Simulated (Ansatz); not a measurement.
## Electronic structure of CF2Ge (SMILES F[C](F)=[Ge]) in real space

Input

```
crystal:
  periodic: [false, false, false]
  atoms:
    - {symbol: C, position_ang: [-1.652679, 0.552065, 0.708867]}
    - {symbol: F, position_ang: [-1.340118, 0.871032, -0.549579]}
    - {symbol: F, position_ang: [-1.848722, -0.765665, 0.799724]}
    - {symbol: Ge, position_ang: [-1.794291, 1.766712, 2.128381]}
basis:
  gaussian: {orbitals: def2-TZVPD}
hamiltonian: {xc: pbe0}
output: {forces: true, orbitals: {seedname: orbitals}}
```

Command:

```sh
ansatz run input.yaml --threads 1 --pin off --max-ram 2610MiB --events-out events.jsonl --progress --plain --runs-dir runs
```

Geometry: B3LYP/6-31G*.

Computed with isolated molecule in a Gaussian basis; Kohn-Sham density functional theory, functional PBE0 (Ansatz 0.2.0).

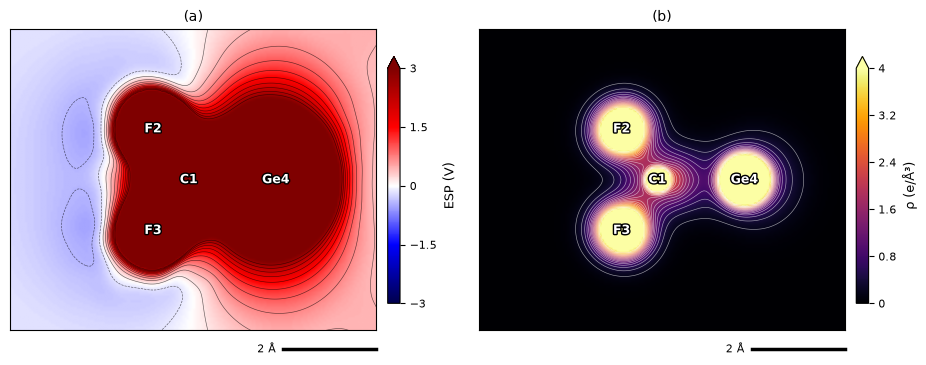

Figure 1. (a) electrostatic potential; (b) electron density on the molecular plane.

Question: What does the map show?

Answer: The section cuts through C, F and Ge sites.
C–F (1.34 Å): the density is about 2.4 e/Å³ at the midpoint.
C–Ge (1.87 Å): ρ at the midpoint is about 0.94 e/Å³.
Outside the dense part of the molecule the potential is most negative (−0.5 V) near F2 and F3.

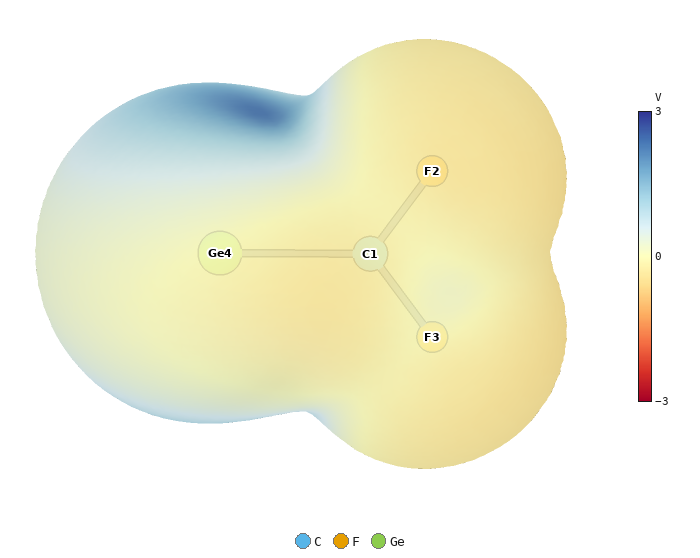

Figure 2. The molecular electrostatic potential painted on the density surface at 0.001 e/bohr³, seen at a tilt; red is negative and blue positive.

Question: Describe the electrostatic potential map.

Answer: The most negative region (about −0.5 V) lies over F2 and F3, the most positive (about +2.3 V) over Ge4.

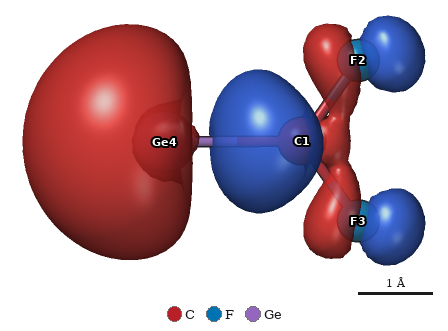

Figure 3. The HOMO−1 at ±0.1 Å⁻³ᐟ² (blue and red are the two phases), seen at a tilt.

Question: Describe this orbital and give its energy.

Answer: Its weight (Hirshfeld) is mainly on Ge4 (about 65 %), C1 (about 20 %), F2 (about 5 %) and F3 (about 5 %); it is symmetric in the molecular plane (an in-plane orbital: σ, lone-pair or in-plane π type). Its energy is −8.75 eV.
